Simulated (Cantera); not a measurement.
Input: 1 mol Si, 15 mol CO, 42 mol H2, 6.5 mol H2O, equilibrated at 1050 Torr.

These are equilibrium values from Cantera (NASA tables, ideal gas, pure condensed phases), not measurements of a reactor. Candidate condensed phases: C, C6H6, C7H8, C8H18, H2O, Si, SiC, SiO2; 123 gas species. Rates play no part.

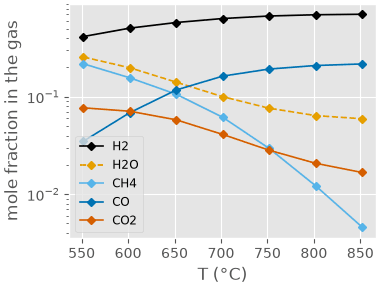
Figure. Equilibrium gas composition (values under 1e-9 drawn at 1e-9)

At 552 °C the condensed part is C(graphite) + SiO2(α-quartz). From 602 °C to 652 °C the condensed part is C(graphite) + SiO2(β-quartz). From 702 °C to 852 °C the condensed part is SiO2(β-quartz).
